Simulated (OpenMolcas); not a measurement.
# CH3B2F (SMILES FB1BC1): a chain of runs

Aim: a series of 9 runs (HF/ANO-XS-MB, CASSCF(6,6)/ANO-XS-VDZP, NEVPT2(6,6)/ANO-XS-VDZP, CASPT2(6,6)/ANO-XS-VDZP) of CH3B2F. 

Program for the calculation: OpenMolcas 26.06.

**1. The system as given**

CH3B2F: 7 atoms, total charge 0, spin state singlet. As SMILES, `FB1BC1`. Geometry: a GFN2-xTB relaxation, a rough one for these elements and not checked as a minimum.

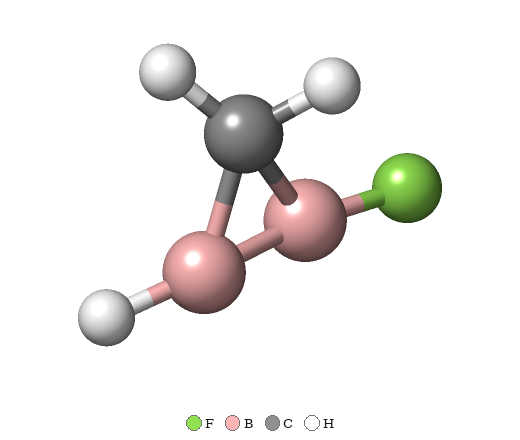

Viewed from a chosen angle; fluorine green, boron pink, carbon grey, hydrogen white.

**2. The energy at HF/ANO-XS-MB (DKH2) (run 1)**

step1.inp

```
>>> EXPORT MOLCAS_PRINT=2

&gateway
  basisset
  F.ANO-XS-MB....
  F1 -1.236900 -1.655660 0.761200 angstrom
  End of Basis
  basisset
  B.ANO-XS-MB....
  B2 -0.812020 -0.654900 0.018090 angstrom
  B3 -0.490140 0.653430 -0.683980 angstrom
  End of Basis
  basisset
  C.ANO-XS-MB....
  C4 0.600510 0.127250 0.261980 angstrom
  End of Basis
  basisset
  H.ANO-XS-MB....
  H5 -0.330350 1.322860 -1.616630 angstrom
  H6 1.616030 0.321610 -0.061140 angstrom
  H7 0.652860 -0.114600 1.320490 angstrom
  End of Basis

&seward
  relativistic=R02E00

&scf
  prorbitals=1 1
```

The run is started by

```bash
$ export MOLCAS_MEM=1860
$ pymolcas step1.inp > step1.log
```

The program printed:

```text
--- Start Module: gateway ---

                                              &GATEWAY

                       available to each process: 1.9 GB of memory, 1 thread

++    Symmetry information:
      ---------------------

                    Character Table for C1

                             E
                    a        1  x, y, xy, Rz, z, xz, Ry, yz, Rx, I
--

++    Basis set information:
      ----------------------

      Basis set label: F.ANO-XS...2S1P.

      Electronic valence basis set:
      ------------------
      Associated Effective Charge   9.000000 au
      Associated Actual Charge      9.000000 au
      Nuclear Model: Finite nucleus - Gaussian distribution
        Gaussian exponent, Xi/bohr**(-2):  5.35469E+08

[... 176 lines left out ...]
      Nuclear repulsion energy =   86.39421310
[... 40 lines left out ...]
++ Convergence information
                                   SCF        iterations: Energy and convergence statistics
[... 15 lines left out ...]
       Convergence after  11 Iterations
[... 3 lines left out ...]
 *                                             SCF/KS-DFT Program, Final results                                             *
 *                                                       Final Results                                                       *
[... 79 lines left out ...]
++    Molecular properties:
      ---------------------

      Charge (e):
                      =   -0.0000
      Dipole Moment (debye):
      Origin of the operator (angstrom)=   -0.5117   -0.5068    0.1769
                   X=  1.0200E+00               Y=  4.8408E-01               Z=  1.6401E-01           Total=  1.1409E+00
      Quadrupole Moment (debye*angstrom):
      Origin of the operator (angstrom)=   -0.5117   -0.5068    0.1769
                  XX= -2.8863E+01              XY= -9.0558E-01              XZ=  2.8365E-01              YY= -3.1227E+01
                  YZ=  2.3994E+00              ZZ= -2.9011E+01
      In traceless form (debye*angstrom)
                  XX=  1.2561E+00              XY= -1.3584E+00              XZ=  4.2548E-01              YY= -2.2899E+00
                  YZ=  3.5991E+00              ZZ=  1.0338E+00
--

--- Stop Module: scf /rc=_RC_ALL_IS_WELL_ ---

.##################.
.# Happy landing! #.
.##################.

    Timing: Wall=1.41 User=1.07 System=0.30
```

Run time: 1.6 s. Hardware: 1 thread of Arm Neoverse V2, shared host; peak memory 0.37 GiB.

**3. The vertical excitations at CASSCF(6,6)/ANO-XS-VDZP (DKH2, RICD fitting, 4 states averaged) (run 2)**

step2.inp

```
* CH3B2F CASSCF

&gateway
 basisset
 F.ANO-XS-MB....
 F1 -1.236900 -1.655660 0.761200 angstrom
 End of Basis
 basisset
 B.ANO-XS-MB....
 B2 -0.812020 -0.654900 0.018090 angstrom
 B3 -0.490140 0.653430 -0.683980 angstrom
 End of Basis
 basisset
 C.ANO-XS-MB....
 C4 0.600510 0.127250 0.261980 angstrom
 End of Basis
 basisset
 H.ANO-XS-MB....
 H5 -0.330350 1.322860 -1.616630 angstrom
 H6 1.616030 0.321610 -0.061140 angstrom
 H7 0.652860 -0.114600 1.320490 angstrom
 End of Basis

&seward
 relativistic=R02E00

&rasscf
 fileorb=$CurrDir/step1.ScfOrb
 alter=5
 1 5 12
 1 7 13
 1 8 14
 1 15 18
 1 16 20
 spin=1
 nactel=6 0 0
 inactive=11
 ras2=6
 ciroot=4 4 1
 orblisting=Nothing
>>> COPY $Project.RunFile RUNFIL1
>>> COPY $Project.RasOrb INPORB

&gateway
 basisset
 F.ANO-XS-VDZP....
 F1 -1.236900 -1.655660 0.761200 angstrom
 End of Basis
 basisset
 B.ANO-XS-VDZP....
 B2 -0.812020 -0.654900 0.018090 angstrom
 B3 -0.490140 0.653430 -0.683980 angstrom
 End of Basis
 basisset
 C.ANO-XS-VDZP....
 C4 0.600510 0.127250 0.261980 angstrom
 End of Basis
 basisset
 H.ANO-XS-VDZP....
 H5 -0.330350 1.322860 -1.616630 angstrom
 H6 1.616030 0.321610 -0.061140 angstrom
 H7 0.652860 -0.114600 1.320490 angstrom
 End of Basis
 ricd

&seward
 relativistic=R02E00
>>> COPY $Project.RunFile RUNFIL2

&expbas

&rasscf
 fileorb=$Project.ExpOrb
 spin=1
 nactel=6 0 0
 inactive=11
 ras2=6
 ciroot=4 4 1
 orblisting=Few
```

The run is started by

```bash
$ export MOLCAS_MEM=1860
$ pymolcas step2.inp > step2.log
```

The program printed:

```text
--- Start Module: gateway ---

                                              &GATEWAY

                       available to each process: 1.9 GB of memory, 1 thread

++    Symmetry information:
      ---------------------

                    Character Table for C1

                             E
                    a        1  x, y, xy, Rz, z, xz, Ry, yz, Rx, I
--

++    Basis set information:
      ----------------------

      Basis set label: F.ANO-XS...2S1P.

      Electronic valence basis set:
      ------------------
      Associated Effective Charge   9.000000 au
      Associated Actual Charge      9.000000 au
      Nuclear Model: Finite nucleus - Gaussian distribution
        Gaussian exponent, Xi/bohr**(-2):  5.35469E+08

[... 270 lines left out ...]
      Note: transformation to natural orbitals
[... 32 lines left out ...]
      energy=    -187.926313
[... 41 lines left out ...]
::    RASSCF root number  2 Total energy:   -188.02758512
[... 315 lines left out ...]
      Natural orbitals for root   1 are written to the RASORB.1 file
[... 325 lines left out ...]
      Convergence after 17 iterations
[... 38 lines left out ...]
      printout of CI-coefficients larger than  0.05 for root  4
[... 41 lines left out ...]
::    RASSCF root number  1 Total energy:   -188.50765855
[... 298 lines left out ...]
      Dipole Moment (debye):
[... 45 lines left out ...]
--

      Average orbitals are written to the RASORB file
      Natural orbitals for root   1 are written to the RASORB.1 file
      Natural orbitals for root   2 are written to the RASORB.2 file
      Natural orbitals for root   3 are written to the RASORB.3 file
      Natural orbitals for root   4 are written to the RASORB.4 file
      Spin density orbitals for root   1 are written to the SPDORB.1 file
      Spin density orbitals for root   2 are written to the SPDORB.2 file
      Spin density orbitals for root   3 are written to the SPDORB.3 file
      Spin density orbitals for root   4 are written to the SPDORB.4 file

--- Stop Module: rasscf /rc=_RC_ALL_IS_WELL_ ---
           step2.RasOrb.2 step2.RasOrb.3 step2.RasOrb.4 step2.rasscf.h5 step2.SpdOrb.1 step2.SpdOrb.2 step2.SpdOrb.3 step2.SpdOrb.4 xmldump
--- Module rasscf spent 3 seconds ---

.##################.
.# Happy landing! #.
.##################.

    Timing: Wall=12.29 User=10.79 System=1.09
```

Run time: 13 s. Hardware: 1 thread of Arm Neoverse V2, shared host; peak memory 0.37 GiB.

The roots found:

```
excited state  energy (eV)
            1        4.456
            2        5.763
            3        6.993
```

Runs 3 to 8 aren't shown in full; the table further down has their settings and results.

**4. A calculation of the kind “spin-orbit” at CASPT2(6,6)/ANO-XS-VDZP (DKH2, RICD fitting, ipea shift 0 Eh, pt2 variant MS, 4 states averaged, second multiplicity 3) (run 10)**

step10.inp

```
>>> EXPORT MOLCAS_PRINT=2

&GATEWAY
 BasisSet
 F.ANO-XS-VDZP....
 F1 -1.236900 -1.655660 0.761200 angstrom
 End of Basis
 BasisSet
 B.ANO-XS-VDZP....
 B2 -0.812020 -0.654900 0.018090 angstrom
 B3 -0.490140 0.653430 -0.683980 angstrom
 End of Basis
 BasisSet
 C.ANO-XS-VDZP....
 C4 0.600510 0.127250 0.261980 angstrom
 End of Basis
 BasisSet
 H.ANO-XS-VDZP....
 H5 -0.330350 1.322860 -1.616630 angstrom
 H6 1.616030 0.321610 -0.061140 angstrom
 H7 0.652860 -0.114600 1.320490 angstrom
 End of Basis
 RICD
 AMFI
 AngMom=0.0 0.0 0.0

&SEWARD
 Relativistic=R02E00

&RASSCF
 FileOrb=$CurrDir/step2.RasOrb
 Spin=1
 Nactel=6 0 0
 Inactive=11
 Ras2=6
 CIRoot=4 4 1
 OrbListing=Few

&CASPT2
 Multistate=all
 IPEA=0
 Imaginary=0.2
>>> COPY $Project.JobMix JOB001

&RASSCF
 FileOrb=$CurrDir/step2.RasOrb
 Spin=3
 Nactel=6 0 0
 Inactive=11
 Ras2=6
 OrbListing=Few

&CASPT2
 IPEA=0
 Imaginary=0.2
>>> COPY $Project.JobMix JOB002

&RASSI
 NrOfJobIphs=2 all
 SpinOrbit
 EJob
 SOCoupling=0
```

The run is started by

```bash
$ export MOLCAS_MEM=1860
$ pymolcas step10.inp > step10.log
```

The program printed:

```text
--- Start Module: gateway ---

                                              &GATEWAY

                       available to each process: 1.9 GB of memory, 1 thread

++    Symmetry information:
      ---------------------

                    Character Table for C1

                             E
                    a        1  x, y, xy, Rz, z, xz, Ry, yz, Rx, I
--

++    Basis set information:
      ----------------------

      Basis set label: F.ANO-XS...3S2P1D.

      Electronic valence basis set:
      ------------------
      Associated Effective Charge   9.000000 au
      Associated Actual Charge      9.000000 au
      Nuclear Model: Finite nucleus - Gaussian distribution
        Gaussian exponent, Xi/bohr**(-2):  5.35469E+08

[... 274 lines left out ...]
      conf/sym  111111     Coeff  Weight
[... 64 lines left out ...]
      Final state energy(ies):
[... 354 lines left out ...]
      Spin density orbitals for root   1 are written to the SPDORB.1 file
[... 222 lines left out ...]
      Reference energy:        -188.2958782356
[... 150 lines left out ...]
        Conf  SGUGA info        Occupation    Coefficient         Weight
[... 236 lines left out ...]
      Dipole Moment (debye):
[... 369 lines left out ...]
 A comparison between the dipole oscillator strengths in
[... 122 lines left out ...]
     All dipole oscillator differences above the tolerance of   1.00000000E-01  will be printed
[... 3 lines left out ...]
 The tolerance is defined as ABS(1-O_l/O_v)
 O_l : dipole oscillator strength in length gauge
 O_p : dipole oscillator strength in velocity gauge
 --------------------------------------------------

  Problematic transitions have been found

      From   To       Difference (%) Osc. st. (len.) Osc. st. (vel.)
     ---------------------------------------------------------------
         1    5            58.995037  1.77870800E-02  4.33778710E-02
         1    7            11.662360  3.00914805E-02  2.69486339E-02
         5    6            97.063944  1.17053237E-03  3.98675106E-02
         5    7            60.578347  1.73954911E-02  1.08330241E-02
         6    7            97.643001  2.31898040E-04  9.83870108E-03
     ---------------------------------------------------------------

 Number of problematic transitions =                     5

--

 Electric-dipole - electric-octupole not included
--- Stop Module: rassi /rc=_RC_ALL_IS_WELL_ ---

.##################.
.# Happy landing! #.
.##################.

    Timing: Wall=12.26 User=10.71 System=1.23
```

Run time: 13 s. Hardware: 1 thread of Arm Neoverse V2, shared host; peak memory 0.083 GiB.

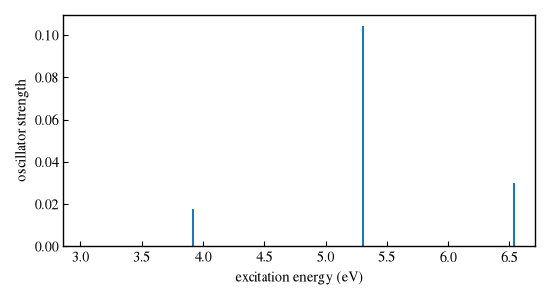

Vertical excitations as sticks.

The roots found:

```
excited state  energy (eV)  strength    label
            1        3.036    0.0000  triplet
            2        3.916    0.0178  singlet
            3        5.304    0.1043  singlet
            4        6.534    0.0301  singlet
```

**5. All runs side by side**

```csv
run,level,integral approximation,task,active rule,energy (Eh),dipole moment (D) of the reference,wall time
1,HF/ANO-XS-MB (DKH2),none,energy,–,-188.175608,1.14,1.6 s
2,"CASSCF(6,6)/ANO-XS-VDZP (DKH2, RICD fitting, 4 states averaged)",RICD,excited,bond pair,-188.507659,1.74,13 s
3,"NEVPT2(6,6)/ANO-XS-VDZP (DKH2, RICD fitting, pt2 variant QD-PC-NEVPT2, 4 states averaged)",RICD,excited,bond pair,-188.958353,1.74,5.1 s
4,"CASPT2(6,6)/ANO-XS-VDZP (DKH2, RICD fitting, ipea shift 0.25 Eh, pt2 variant XDW, 4 states averaged, sigma1 shift 0.2)",RICD,excited,bond pair,-188.969571,1.74,6.9 s
5,"CASSCF(6,6)/ANO-XS-VDZP (DKH2, RICD fitting, root 2, 4 states averaged)",RICD,gradient,bond pair,-188.343921,–,5.4 s
6,"CASPT2(6,6)/ANO-XS-VDZP (DKH2, RICD fitting, ipea shift 0.25 Eh, pt2 variant RMS, 4 states averaged)",RICD,excited,bond pair,-188.961550,1.74,6.6 s
7,"CASSCF(6,6)/ANO-XS-VDZP (DKH2, RICD fitting, 4 states averaged)",RICD,excited,bond pair,-188.507659,1.74,3.9 s
8,"CASPT2(6,6)/ANO-XS-VDZP (DKH2, RICD fitting, ipea shift 0.5 Eh, pt2 variant SS, 4 states averaged)",RICD,excited,bond pair,-188.960855,1.74,5.7 s
10,"CASPT2(6,6)/ANO-XS-VDZP (DKH2, RICD fitting, ipea shift 0 Eh, pt2 variant MS, 4 states averaged, second multiplicity 3)",RICD,spin-orbit,bond pair,-188.962867,–,13 s
```

**6. Outcome**

| quantity | value |
| --- | --- |
| run 10, CASPT2(6,6)/ANO-XS-VDZP: energy of the lowest of 5 roots | -188.96287 Eh |
| run 10, CASPT2(6,6)/ANO-XS-VDZP: lowest excitation energy within this active space | 3.04 eV |

**Reading.** All runs together took 61 s, the longest 13 s.
